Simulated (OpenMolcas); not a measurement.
Single-point calculation, with input and output: SiH$_{3}$F (part 2 of 2)

SiH$_{3}$F, multiplicity 3, SMILES F[SiH3]; HF/STO-3G, ROHF (OpenMolcas 26.06). The geometry is that of the parent species in another charge or spin state. The geometry comes from this level: PBE0-D4/def2-TZVP.

Geometry of the input (Å):
```
F  -1.2746  0.1628  0.8580
Si 0.0433  -0.0193  -0.0307
H  -0.3678  -0.1926  -1.4437
H  0.7686  -1.2179  0.4516
H  0.8805  1.1934  0.1234
```

What the program printed, continued:
```
      Molecular orbitals for symmetry species 1: a

          Orbital            1         2         3         4         5         6         7         8         9        10
          Energy          -67.8527  -26.1370   -5.8562   -3.8838   -3.8826   -3.8741   -1.4887   -0.6955   -0.6313   -0.5305
          Occ. No.          1.0000    1.0000    1.0000    1.0000    1.0000    1.0000    1.0000    1.0000    1.0000    1.0000

          Orbital           11        12        13        14        15        16        17
          Energy           -0.3827   -0.3662    0.1876    0.5341    0.5755    0.6371    0.6528
          Occ. No.          1.0000    1.0000    0.0000    0.0000    0.0000    0.0000    0.0000

--

++    Molecular charges:
      ------------------

      Mulliken charges per centre and basis function type
      ---------------------------------------------------

                            F1                      SI2                     H3                      H4                      H5
                     alpha        beta       alpha        beta       alpha        beta       alpha        beta       alpha        beta
      1s           2.0001      1.9750      2.7412      2.5126      0.6021      0.5710      0.5878      0.6003      0.5859      0.6041
      2px          0.9973      0.6078      1.6411      1.2214      0.0000      0.0000      0.0000      0.0000      0.0000      0.0000
      2pz          0.9947      0.2867      1.4794      1.2985      0.0000      0.0000      0.0000      0.0000      0.0000      0.0000
      2py          0.9901      0.9862      1.3804      1.3362      0.0000      0.0000      0.0000      0.0000      0.0000      0.0000
      Total        4.9822      3.8557      7.2420      6.3688      0.6021      0.5710      0.5878      0.6003      0.5859      0.6041
      Total              8.8379                 13.6108                  1.1732                  1.1881                  1.1900

      Charge            0.1621                  0.3892                 -0.1732                 -0.1881                 -0.1900

      Total electronic charge=   26.000000

      Total            charge=   -0.000000
--

++    Molecular orbitals:
      -------------------

      Title: Natural orbitals

      Molecular orbitals for symmetry species 1: a

          Orbital            1         2         3         4         5         6         7         8         9        10
          Energy          -67.8577  -26.1588   -5.8346   -3.8793   -3.8817   -2.8165   -1.0960   -0.6622   -0.6650   -2.1487
          Occ. No.          2.0000    2.0000    2.0000    2.0000    2.0000    2.0000    2.0000    2.0000    2.0000    2.0000

          Orbital           11        12        13        14        15        16        17
          Energy           -0.5297   -0.3799   -0.2876    0.2823    0.6133    0.5702    0.6040
          Occ. No.          1.9998    1.9994    1.0000    1.0000    0.0006    0.0002    0.0000

--

++    Molecular properties:
      ---------------------

      Charge (e):
                      =   -0.0000
      Dipole Moment (debye):
      Origin of the operator (angstrom)=   -0.4343    0.0467    0.2913
                   X= -1.8538E+00               Y=  2.2911E-01               Z=  1.1313E+00           Total=  2.1838E+00
      Quadrupole Moment (debye*angstrom):
      Origin of the operator (angstrom)=   -0.4343    0.0467    0.2913
                  XX= -1.7790E+01              XY= -1.0834E-01              XZ= -2.4004E-01              YY= -1.8666E+01
                  YZ=  1.2089E-01              ZZ= -1.7699E+01
      In traceless form (debye*angstrom)
                  XX=  3.9214E-01              XY= -1.6251E-01              XZ= -3.6007E-01              YY= -9.2085E-01
                  YZ=  1.8134E-01              ZZ=  5.2871E-01
--

--- Stop Module: scf /rc=_RC_ALL_IS_WELL_ ---

--- Start Module: rasscf ---

                                              &RASSCF

                       available to each process: 1.9 GB of memory, 1 thread

      Header of the ONEINT file:
      --------------------------

      OrdInt status: non-squared

      Cartesian coordinates in angstrom:
      -----------------------------------------------------
      No.  Label        X            Y            Z
      -----------------------------------------------------
       1   F1        -1.27460000   0.16280000   0.85800000
       2   SI2        0.04330000  -0.01930000  -0.03070000
       3   H3        -0.36780000  -0.19260000  -1.44370000
       4   H4         0.76860000  -1.21790000   0.45160000
       5   H5         0.88050000   1.19340000   0.12340000
      -----------------------------------------------------
      Nuclear repulsion energy =   63.04280729

++    Wave function specifications:
      -----------------------------

      Number of closed shell electrons          24
      Number of electrons in active shells       2
      Max number of holes in RAS1 space          0
      Max nr of electrons in RAS3 space          0
      Number of inactive orbitals               12
      Number of active orbitals                  2
      Number of secondary orbitals               3
      Spin quantum number                      1.0
      State symmetry                             1
--

++    Orbital specifications:
      -----------------------

      Symmetry species                           1
                                                 a
      Frozen orbitals                            0
      Inactive orbitals                         12
      Active orbitals                            2
      RAS1 orbitals                              0
      RAS2 orbitals                              2
      RAS3 orbitals                              0
      Secondary orbitals                         3
      Deleted orbitals                           0
      Number of basis functions                 17
--

++    CI expansion specifications:
      ----------------------------

      Number of CSFs                             1
      Number of determinants                     1
      Number of root(s) required                 1
      Root chosen for geometry opt.              1
      CI root used                               1

      highest root included in the CI            1
      max. size of the explicit Hamiltonian      1
--

++    Optimization specifications:
      ----------------------------

      RASSCF algorithm: Conventional
      Maximum number of macro iterations       200
      Maximum number of SX iterations          100
      Threshold for RASSCF energy            1.000E-08
      Threshold for max MO rotation          1.000E-01
      Threshold for max BLB element          1.000E-04
      Level shift parameter                  5.000E-01
      Make Quasi-Newton update
--

      The MO-coefficients are taken from the file:
      step1.UnaOrb
      Title:UHF natural orbitals

      Total molecular charge    0.00

      ************************************************************************************************************************
      *                                            Wave function control section                                             *
      ************************************************************************************************************************

                                         RASSCF iterations: Energy and convergence statistics
                                         ----------------------------------------------------

          iter iter root      energy       change     param      element    value   shift minimum  type update hh:mm:ss
 Nr of preliminary CI iterations:   1
        1   1    9    1  -385.01848737    0.00E+00  -2.65E-03   14  16 1 -1.84E-03*  0.41   0.00    SX    NO    0:00:00
        2   1    9    1  -385.01850113   -1.38E-05* -1.79E-03   14  16 1 -1.24E-03*  0.41   0.00    SX    NO    0:00:00
        3   1    9    1  -385.01850558   -4.45E-06* -1.23E-03   14  16 1 -8.52E-04*  0.41   0.00    SX    NO    0:00:00
        4   1    9    1  -385.01850755   -1.97E-06* -8.51E-04   14  16 1 -5.90E-04*  0.41   0.00    SX    NO    0:00:00
        5   1    8    1  -385.01850851   -9.63E-07* -1.27E-03   14  16 1 -4.11E-04*  0.41   2.50    LS   YES    0:00:00
        6   1    7    1  -385.01850934   -8.28E-07* -8.00E-04   14  16 1 -1.44E-04*  0.41   1.63    LS   YES    0:00:00
        7   1    8    1  -385.01850949   -1.45E-07*  1.45E-04    8  13 1  1.02E-04*  0.41   1.00    QN   YES    0:00:00
        8   1    7    1  -385.01850955   -6.15E-08*  2.17E-04    8  13 1  8.63E-05   0.41   2.50    LS   YES    0:00:00
        9   1    7    1  -385.01850960   -5.67E-08*  3.37E-04    7  13 1 -6.66E-05   0.41   1.83    QN   YES    0:00:00
       10   1    8    1  -385.01850967   -6.39E-08*  4.87E-04   11  14 1 -9.31E-05   0.41   2.08    QN   YES    0:00:00
       11   1    8    1  -385.01850973   -6.68E-08*  2.17E-04   11  14 1 -8.31E-05   0.41   1.48    QN   YES    0:00:00
       12   1    7    1  -385.01850976   -2.27E-08*  4.48E-05   11  14 1 -3.17E-05   0.41   1.34    QN   YES    0:00:00
       13   1    5    1  -385.01850976   -3.83E-09   1.89E-05   14  17 1 -9.08E-06   0.41   1.21    QN   YES    0:00:00
      Convergence after 13 iterations
       14   1    5    1  -385.01850976   -4.08E-10   1.89E-05   14  17 1 -5.86E-06   0.41   1.21    QN   YES    0:00:00

      ************************************************************************************************************************
                                                      Wave function printout:
                       occupation of active orbitals, and spin coupling of open shells (u,d: Spin up or down)
      ************************************************************************************************************************

      Note: transformation to natural orbitals
      has been made, which may change the order of the CSFs.

      printout of CI-coefficients larger than  0.05 for root  1
      energy=    -385.018510
      conf/sym  11     Coeff  Weight
             1  uu   1.00000 1.00000

      Natural orbitals and occupation numbers for root  1
      sym 1:   1.000000   1.000000

      ************************************************************************************************************************
      *                                                    Final results                                                     *
      ************************************************************************************************************************

++    Final optimization conditions:
      ------------------------------

      Average CI energy                            -385.01850976
      RASSCF energy for state  1                   -385.01850976
      Super-CI energy                                -0.00000000
      RASSCF energy change                           -0.00000000
      Max change in MO coefficients              -2.347E-05
      Max non-diagonal density matrix element     1.892E-05
      Maximum BLB matrix element                 -5.857E-06
      (orbital pair  14,  17 in symmetry   1)
      Norm of electronic gradient            7.272E-06
--

      Final state energy(ies):
      ------------------------

::    RASSCF root number  1 Total energy:   -385.01850976
      Von Neumann Entropy (Root   1) =  1.00000

      Mulliken population analysis for root number:  1
      -----------------------------------------------

++    Molecular charges:
      ------------------

      Mulliken charges per centre
      ---------------------------

                F1      SI2     H3      H4      H5
      Total    8.8380 13.6089  1.1735  1.1888  1.1908

      N-E      0.1620  0.3911 -0.1735 -0.1888 -0.1908

      Total electronic charge=   26.000000

      Total            charge=   -0.000000
--

      Expectation values of various properties for root number:  1
      -----------------------------------------------------------

++    Molecular properties:
      ---------------------

      Charge (e):
                      =   -0.0000
      Dipole Moment (debye):
      Origin of the operator (angstrom)=   -0.4343    0.0467    0.2913
                   X= -1.8532E+00               Y=  2.2544E-01               Z=  1.1145E+00           Total=  2.1743E+00
      Quadrupole Moment (debye*angstrom):
      Origin of the operator (angstrom)=   -0.4343    0.0467    0.2913
                  XX= -1.7782E+01              XY= -1.1201E-01              XZ= -2.5436E-01              YY= -1.8680E+01
                  YZ=  1.2368E-01              ZZ= -1.7699E+01
      In traceless form (debye*angstrom)
                  XX=  4.0792E-01              XY= -1.6801E-01              XZ= -3.8154E-01              YY= -9.3959E-01
                  YZ=  1.8552E-01              ZZ=  5.3166E-01
--

      Mulliken spin population analysis for root number:  1
      ---------------------------------------------------

++    Molecular charges:
      ------------------

      Mulliken spin population per centre
      ---------------------------

                F1      SI2     H3      H4      H5
      Total    1.1249  0.8038  0.0330  0.0199  0.0183

      Total electronic spin=    2.000000
--

      Canonical orbitals are written to the RASORB file
      Natural orbitals for root   1 are written to the RASORB.1 file
      Spin density orbitals for root   1 are written to the SPDORB.1 file

--- Stop Module: rasscf /rc=_RC_ALL_IS_WELL_ ---

.##################.
.# Happy landing! #.
.##################.

    Timing: Wall=2.05 User=1.73 System=0.31
```

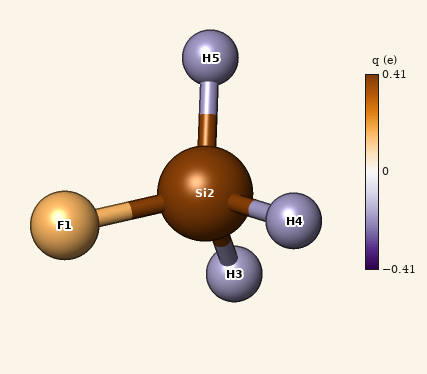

Mulliken charges, as the colour of each atom (ball-and-stick view, seen at a tilt; atoms are numbered from 1 in the order of the input). By element: F +0.16, Si +0.39 and H −0.19 to −0.17 e.

Key numbers:

- outcome: converged
- total energy: −385.018510 hartree
- basis functions: 17
- dipole moment: 2.17 debye
- hardware: 1 thread of Arm Neoverse V2, 24 GiB of memory available, shared host
- wall time: 2.2 s
- peak memory: 0.37 GiB
